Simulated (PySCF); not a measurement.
C3H7BrF2Si (SMILES FC[C@H](F)[SiH2]CBr)

```yaml
atoms:
  - { symbol: F, position_ang: [1.1197, 1.3546, -0.7703] }
  - { symbol: C, position_ang: [1.8584, 0.2368, -0.4457] }
  - { symbol: C, position_ang: [0.9603, -0.8352, 0.1376] }
  - { symbol: F, position_ang: [0.5717, -1.7103, -0.8707] }
  - { symbol: Si, position_ang: [-0.6346, -0.1083, 0.9428] }
  - { symbol: C, position_ang: [-1.8193, 0.3940, -0.4568] }
  - { symbol: Br, position_ang: [-3.4830, 0.9880, 0.3709] }
  - { symbol: H, position_ang: [2.3442, -0.1012, -1.3656] }
  - { symbol: H, position_ang: [2.6028, 0.5625, 0.2847] }
  - { symbol: H, position_ang: [1.5335, -1.4458, 0.8389] }
  - { symbol: H, position_ang: [-0.2627, 1.0482, 1.7550] }
  - { symbol: H, position_ang: [-1.2490, -1.1804, 1.7276] }
  - { symbol: H, position_ang: [-1.4604, 1.2277, -1.0550] }
  - { symbol: H, position_ang: [-2.0823, -0.4310, -1.1154] }
```

Geometry: GFN2-xTB.

Theory: CAM-B3LYP/def2-SVPD, SCF density, gas phase (PySCF).

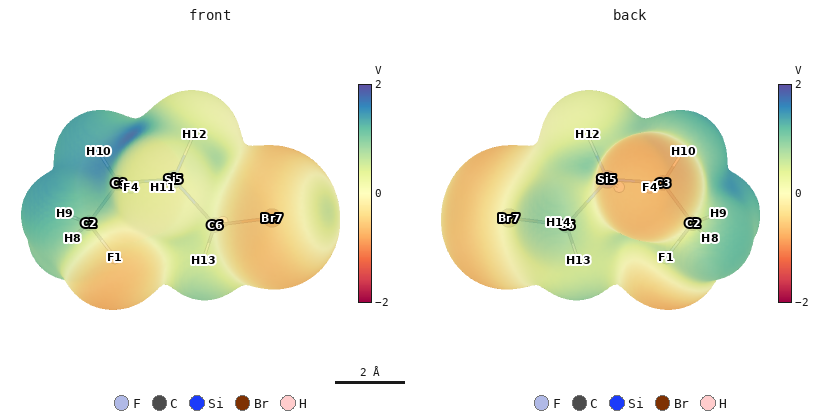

Figure 1. The molecular electrostatic potential painted on the density surface at 0.002 e/bohr³, seen from the front and from behind; the colour scale runs from red (negative) to blue (positive).

Question: Which sites attract a positive test charge, and which a negative one?

Answer: A positive charge is drawn to the negative regions and a negative charge to the positive ones. The most negative region (about −0.8 V) lies over F4, the most positive (about +1.6 V) over Si5. Br7 shows a σ-hole: about +0.6 V at the tip opposite its bond, against about −0.6 V on its flanks.

Question: What dipole moment does the calculation give?

Answer: Its dipole moment is 3.04 D.

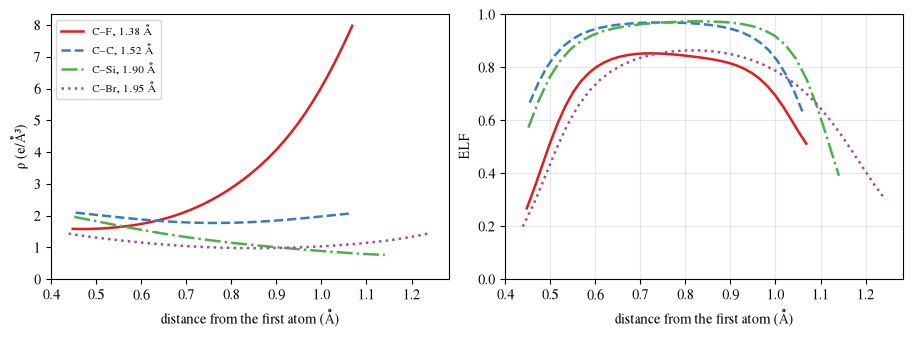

Figure 2. Total electron density and ELF along straight lines between neighbouring atoms. The curves leave out the atomic cores.

Question: What kind of bonding do the profiles show?

Answer: C–F (1.38 Å): the density is about 2.1 e/Å³ at the midpoint, with its minimum of 1.6 e/Å³ about 0.5 Å from C; the ELF peaks at about 0.85 between the atoms: a shared but strongly polarised pair.
C–C (1.52 Å): ρ at the midpoint is about 1.8 e/Å³; the ELF peaks at about 0.95 between the atoms: localised, covalent bonding.
C–Si (1.90 Å): ρ is about 0.94 e/Å³ halfway; the ELF peaks at about 1 between the atoms: localised, covalent bonding.
C–Br (1.95 Å): ρ at the midpoint is about 1 e/Å³; the ELF peaks at about 0.85 between the atoms, as expected for localised, covalent bonding.
